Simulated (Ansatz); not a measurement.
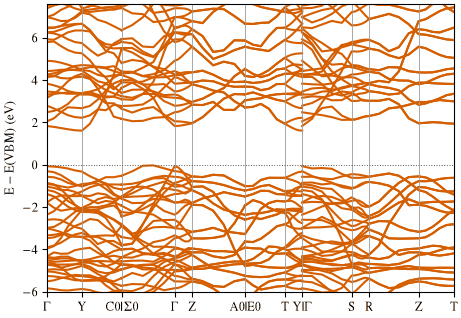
Figure. Band structure from DFT-r²SCAN in the program Ansatz with PAW potentials

Task: Read off the gap and where the band edges lie.

Result: About 1.6 eV (1.60 eV by a search for the band edges); maximum on the Σ0–Γ line, 51 % of the way from Σ0, minimum at Y.

The material is Ta3N5 in space group Cmcm (No. 63; Pearson symbol oS32).

The first step of the workflow began from a Materials Project structure, measured or hypothetical; the Crystallography Open Database files this formula in space group No. 63, but the cells were not matched. Whether it is the stable phase at ambient conditions was not checked. The r²SCAN relaxation kept the symmetry of its start; whether a distortion lowers the energy is not shown. No spin polarisation was allowed. Spin–orbit coupling is left out wherever it is not named.

Potentials: the earlier of the program's two PAW sets.
